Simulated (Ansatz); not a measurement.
Consider FH3O2Si2 (SMILES O[Si]1(F)O[SiH2]1).

Input

```
crystal:
  periodic: [false, false, false]
  atoms:
    - {symbol: O, position_ang: [-1.838931, 0.660683, 0.523093]}
    - {symbol: Si, position_ang: [-0.283100, 0.211823, 0.591335]}
    - {symbol: F, position_ang: [0.180267, 0.366376, 2.105392]}
    - {symbol: O, position_ang: [0.050745, -1.261347, -0.073700]}
    - {symbol: Si, position_ang: [1.048168, -0.271101, -1.064311]}
    - {symbol: H, position_ang: [-2.225520, 1.065825, 1.301999]}
    - {symbol: H, position_ang: [2.498955, -0.558888, -0.942784]}
    - {symbol: H, position_ang: [0.661516, -0.270571, -2.496722]}
basis:
  gaussian: {orbitals: def2-TZVPP}
hamiltonian: {xc: pbe0, dispersion: d4}
output: {orbitals: {seedname: orbitals}}
```

Run with:

```sh
ansatz run in.yaml --threads 2 --pin off --events-out ev --progress --plain --max-ram 4352MiB
```

Geometry: PBE0-D4/def2-TZVP.

These are results of RKS PBE0-D4/def2-TZVPP (Ansatz), not measurements.

Q: What can the converged electron density and electron localisation function tell about the bonding?

A: Si–F (1.59 Å): the density is about 1.2 e/Å³ at the midpoint; the ELF peaks at about 0.85 in the valence shell of F, 0.6 Å from its nucleus, and is about 0.50 at the midpoint.
Si–O (1.62 Å): the density is about 1.3 e/Å³ at the midpoint; the ELF peaks at about 0.90 between the atoms (a short, strongly polar bond).
Si–Si (2.18 Å): the density is about 0.62 e/Å³ at the midpoint; the ELF peaks at about 0.60 between the atoms.
O–H (0.96 Å): ρ at the midpoint is about 3.8 e/Å³; the ELF climbs to about 1 towards the hydrogen, as it does in any bond to H: an ordinary covalent bond to hydrogen.

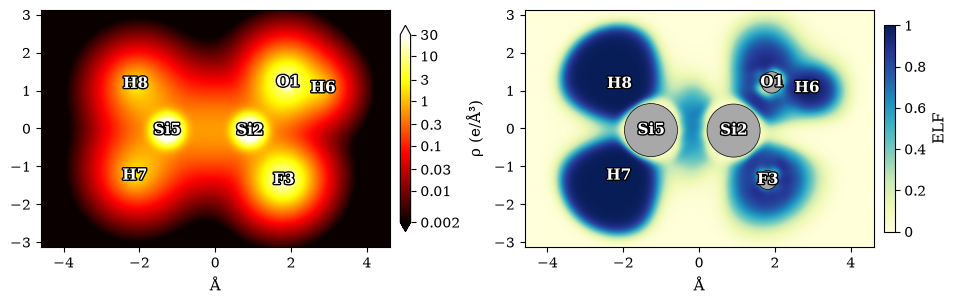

Computed electron density and electron localisation function on the plane of atoms O1, Si2 and Si5, in this order. Grey discs cover the atomic cores in the ELF map. 
